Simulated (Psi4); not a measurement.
**CH5BO2 (SMILES COBO): CAM-B3LYP/cc-pVDZ**

Aim: the energy change on altering one bond length of CH5BO2 at CAM-B3LYP/cc-pVDZ, from 2 runs. 

Program for the calculation: Psi4 1.11.

## 1. Starting point

CH5BO2 has 9 atoms, charge 0, and is taken as a singlet. SMILES: `COBO`. Geometry: relaxed at PBE0-D4/def2-TZVP. This is one conformer, not always the lowest.

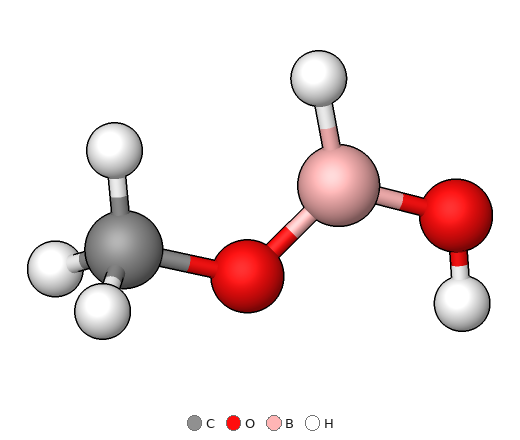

Viewed from a chosen angle; carbon grey, oxygen red, boron pink, hydrogen white.

## 2. Energy and forces at CAM-B3LYP/cc-pVDZ

Contents of job.py:

```python
import psi4

psi4.set_memory(2200000000)
psi4.set_num_threads(1)
psi4.set_output_file('psi4.out', False)

m = psi4.geometry("""
0 1
C      0.53252482     1.51537138    -1.99819640
O     -0.21448392     0.85944744     0.47432126
B     -0.25492405    -1.57622056     1.26914007
O     -0.99135032    -2.11365867     3.66323409
H      1.07355341    -0.15080014    -3.09461550
H      2.13803614     2.80888891    -1.90144243
H     -1.02952279     2.47081691    -2.95118529
H      0.34752063    -3.28509990    -0.08995096
H     -1.43411316    -0.61661763     4.59619188
units au
symmetry c1
no_reorient
no_com
""")

psi4.set_options({
    'basis': 'cc-pVDZ',
    'reference': 'rks',
    'puream': True,
    'e_convergence': 1e-09,
    'd_convergence': 1e-08,
    'scf_type': 'pk',
    'dft_radial_points': 99,
    'dft_spherical_points': 590,
})

result, w = psi4.gradient("cam-b3lyp", molecule=m, return_wfn=True)
psi4.oeprop(w, "LOWDIN_CHARGES", "MAYER_INDICES", "MULLIKEN_CHARGES", title="CAM-B3LYP")
print('gradient / Eh bohr^-1')
print(result.np.round(6))
print(f'energy = {w.energy():.10f} Eh')
```

The run is started by

```console
$ python job.py
```

psi4.out:

```text
[...]
  Running in c1 symmetry.
[...]
  Nuclear repulsion =  115.438950572107530
[...]
  Multiplicity = 1
[...]
  Nalpha       = 16
  Nbeta        = 16
[...]
    Number of basis functions: 81
[...]
   @RKS iter   1:  -216.21572112452890   -6.14758e-01   8.69495e-03 DIIS/ADIIS
[...]
   @RKS iter  11:  -216.41794692102755   -4.06430e-12   4.54250e-09 DIIS
[...]
    Orbital Energies [Eh]
    ---------------------
    Doubly Occupied:
       1A    -19.223601     2A    -19.218555     3A    -10.311205
       4A     -6.858717     5A     -1.125846     6A     -1.089755
       7A     -0.777769     8A     -0.628969     9A     -0.586449
      10A     -0.540626    11A     -0.529914    12A     -0.446334
      13A     -0.432520    14A     -0.426809    15A     -0.381740
      16A     -0.359775
[...]
  @RKS Final Energy:  -216.41794692102755
   => Energetics <=
    Nuclear Repulsion Energy =            115.4389505721075295
    One-Electron Energy =                -523.6177848275508495
    Two-Electron Energy =                 212.5691074590197616
    DFT Exchange-Correlation Energy =     -20.8082201246039666
    Empirical Dispersion Energy =           0.0000000000000000
    VV10 Nonlocal Energy =                  0.0000000000000000
    Total Energy =                       -216.4179469210275499
[...]
 Multipole Moments:
 ------------------------------------------------------------------------------------
     Multipole            Electronic (a.u.)      Nuclear  (a.u.)        Total (a.u.)
 ------------------------------------------------------------------------------------
 L = 1.  Multiply by 2.5417464519 to convert [e a0] to [Debye]
 Dipole X            :          6.6808695           -6.6306710            0.0501985
 Dipole Y            :          8.2090456           -7.5953762            0.6136694
 Dipole Z            :        -24.3438494           24.0159624           -0.3278869
 Magnitude           :                                                    0.6975814
[...]
  -Total Gradient:
     Atom            X                  Y                   Z
    ------   -----------------  -----------------  -----------------
       1        0.000871815397     0.001134942009    -0.003122142698
       2        0.001004346311    -0.000278896373    -0.002748799096
       3        0.000701118703    -0.002446739363    -0.001778871243
       4       -0.001286273994     0.005190085918     0.002555675542
       5       -0.001450851010     0.004098195329     0.003105239729
       6       -0.004327596701    -0.003703250719     0.000137399827
       7        0.004017514678    -0.002821324265     0.002874696259
       8       -0.000634356377     0.003362486134     0.001078829084
       9        0.001102562314    -0.004531773109    -0.002097485975
[...]
  Mulliken Charges: (a.u.)
   Center  Symbol    Alpha    Beta     Spin     Total
       1     C     2.93728  2.93728  0.00000  0.12544
       2     O     4.08772  4.08772  0.00000 -0.17544
       3     B     2.48939  2.48939  0.00000  0.02123
       4     O     4.04515  4.04515  0.00000 -0.09030
       5     H     0.48808  0.48808  0.00000  0.02384
       6     H     0.48412  0.48412  0.00000  0.03177
       7     H     0.48410  0.48410  0.00000  0.03180
       8     H     0.55973  0.55973  0.00000 -0.11945
       9     H     0.42444  0.42444  0.00000  0.15113
   Total alpha = 16.00000, Total beta = 16.00000, Total charge =  0.00000
[...]
```

The script printed:

```text
gradient / Eh bohr^-1
[[ 0.000872  0.001135 -0.003122]
 [ 0.001004 -0.000279 -0.002749]
 [ 0.000701 -0.002447 -0.001779]
 [-0.001286  0.00519   0.002556]
 [-0.001451  0.004098  0.003105]
 [-0.004328 -0.003703  0.000137]
 [ 0.004018 -0.002821  0.002875]
 [-0.000634  0.003362  0.001079]
 [ 0.001103 -0.004532 -0.002097]]
energy = -216.4179469210 Eh
```

It took 41 s on 1 thread of Intel Xeon Platinum 8259CL at 2.50GHz (Skylake/Cascade Lake), shared host; peak memory 1.4 GiB.

## 3. The distorted shape: the energy at CAM-B3LYP/cc-pVDZ

Contents of calc.dat:

```
memory 2.2 GB

molecule {
  C      0.405793     0.726058    -0.981753
  O      0.010493     0.378958     0.326647
  B     -0.010907    -0.909942     0.747247
  O     -0.400607    -1.194342     2.014147
  H      0.692093    -0.155642    -1.561953
  H      1.255393     1.410558    -0.930553
  H     -0.544800     1.307500    -1.561700
  H      0.307893    -1.814242     0.028047
  H     -0.634907    -0.402142     2.507847
  symmetry c1
  no_reorient
  no_com
}

set basis cc-pVDZ
set puream true
set e_convergence 1e-09
set d_convergence 1e-08
set scf_type pk
set dft_radial_points 99
set dft_spherical_points 590

E, wfn = energy('cam-b3lyp', return_wfn=True)
```

The run is started by

```console
$ psi4 calc.dat calc.out -n 1
```

calc.out:

```text
[...]
  Running in c1 symmetry.
[...]
  Nuclear repulsion =  114.831905604449460
[...]
  Multiplicity = 1
[...]
  Nalpha       = 16
  Nbeta        = 16
[...]
    Number of basis functions: 81
[...]
   @RKS iter   1:  -216.20435180539806   -6.65550e-01   8.67633e-03 DIIS/ADIIS
[...]
   @RKS iter  11:  -216.40698001197379   -4.00746e-12   4.52290e-09 DIIS
[...]
    Orbital Energies [Eh]
    ---------------------
    Doubly Occupied:
       1A    -19.226708     2A    -19.220160     3A    -10.326269
       4A     -6.860778     5A     -1.128016     6A     -1.091429
       7A     -0.768748     8A     -0.630295     9A     -0.588004
      10A     -0.540341    11A     -0.516661    12A     -0.445609
      13A     -0.430031    14A     -0.428012    15A     -0.382980
      16A     -0.357484
[...]
  @RKS Final Energy:  -216.40698001197379
   => Energetics <=
    Nuclear Repulsion Energy =            114.8319056044494602
    One-Electron Energy =                -522.4027563585511871
    Two-Electron Energy =                 211.9313558785632097
    DFT Exchange-Correlation Energy =     -20.7674851364352477
    Empirical Dispersion Energy =           0.0000000000000000
    VV10 Nonlocal Energy =                  0.0000000000000000
    Total Energy =                       -216.4069800119737863
[...]
 Multipole Moments:
 ------------------------------------------------------------------------------------
     Multipole            Electronic (a.u.)      Nuclear  (a.u.)        Total (a.u.)
 ------------------------------------------------------------------------------------
 L = 1.  Multiply by 2.5417464519 to convert [e a0] to [Debye]
 Dipole X            :         -0.5491773            0.6330261            0.0838489
 Dipole Y            :         12.6133923          -12.0383151            0.5750772
 Dipole Z            :        -28.7302216           28.4474779           -0.2827437
 Magnitude           :                                                    0.6462882
[...]
```

Run time: 25 s. Hardware: 1 thread of Intel Xeon Platinum 8259CL at 2.50GHz (Skylake/Cascade Lake), shared host; peak memory 1.4 GiB.

## 4. Summary of results

Level: CAM-B3LYP/cc-pVDZ.

| quantity | value |
| --- | --- |
| first shape: total energy | -216.41795 Eh |
| first shape: dipole moment | 1.77 D |
| first shape: HOMO energy | -9.79 eV |
| first shape: LUMO energy | 2.58 eV |
| first shape: HOMO–LUMO gap | 12.37 eV |
| first shape: largest force on an atom | 0.305 eV/Å |
| distorted shape: total energy | -216.40698 Eh |
| distorted shape: dipole moment | 1.64 D |
| distorted shape: HOMO energy | -9.73 eV |
| distorted shape: LUMO energy | 2.50 eV |
| distorted shape: HOMO–LUMO gap | 12.23 eV |
| energy change with the C1–H7 bond stretched from 1.092 to 1.256 Å | 0.298 eV |

**Reading.** With the C1–H7 bond stretched from 1.092 to 1.256 Å the energy rises by 0.30 eV (28.8 kJ/mol). The first shape isn't relaxed at this level, so the change isn't measured from a minimum. The largest force (first shape) is 0.30 eV/Å: the shape isn't a stationary point for this species at this level. Mulliken charges (first shape) run from -0.18 on O2 to +0.15 on H9.
